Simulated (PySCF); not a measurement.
SMILES c1cc(ccc1B)F at its GFN2-xTB optimised geometry (Å):

```
14

B     -1.4263    -1.9084    -0.0011
C     -0.6195    -0.5903     0.0000
C     -1.2579     0.6588     0.0004
C     -0.5485     1.8435     0.0003
C      0.8344     1.7859     0.0000
F      1.5382     2.9356    -0.0001
C      1.5152     0.5807     0.0000
C      0.7833    -0.5903     0.0000
H     -0.8686    -2.9356    -0.0031
H     -2.5942    -1.8788     0.0004
H     -2.3373     0.6944     0.0009
H     -1.0436     2.8022     0.0003
H      2.5942     0.5762    -0.0002
H      1.3062    -1.5351     0.0000
```

Computed with CAM-B3LYP/def2-TZVP run with PySCF.

Map of the LUMO amplitude (bohr^(-3/2)) on the plane z = 1.2 Å; orbital energy -0.99 eV, overall sign arbitrary:

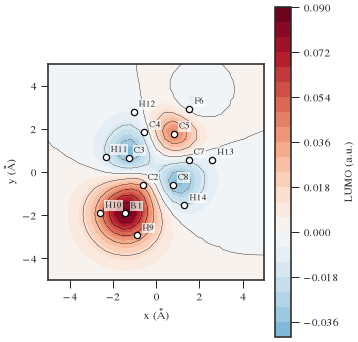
Fig. 1. LUMO amplitude (bohr^(-3/2)) on the plane z = 1.2 Å.
